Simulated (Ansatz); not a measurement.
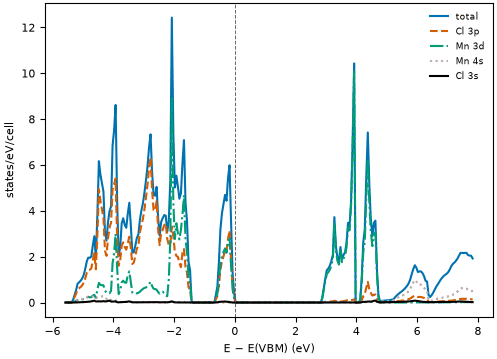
*Total and projected density of states of MnCl2 in space group R-3m (No. 166; Mn on 3a, Cl on 6c), DFT-r²SCAN in the program Ansatz with PAW potentials*

Question: Which orbitals carry the states next to the gap?

Answer: Top 1 eV of the valence band: Mn 3d 49 %, Cl 3p 49 %. Bottom 1 eV of the conduction band: Mn 3d 92 %. Projections are on Löwdin-orthogonalised atomic valence shells; empty p or d shells of many metals are not among them.

Question: Where is the tallest occupied peak in this window, and what makes it?

Answer: Near -2.1 eV, about 12 states/eV per cell; the largest projected share is Mn 3d.

The workflow started from a Materials Project entry (that database holds measured and hypothetical structures alike); the Crystallography Open Database files this formula in space group No. 166, but the cells were not matched. Its standing as an ambient phase is unchecked. The cell was relaxed with r²SCAN under the symmetry of its start; whether a distortion lowers the energy is not shown. Spin order of the final state: ferromagnetic, chosen from 4 collinear starts compared on coarse meshes (ties went to the first, and starts can fall back to one state), not a proven ground state. Other orbital occupations within this spin state were not tried. No Hubbard U is applied. A crystal of weakly bound layers computed without a dispersion correction: the cell and the soft elastic constants depend strongly on that.

Potentials: the later of the program's two PAW sets.
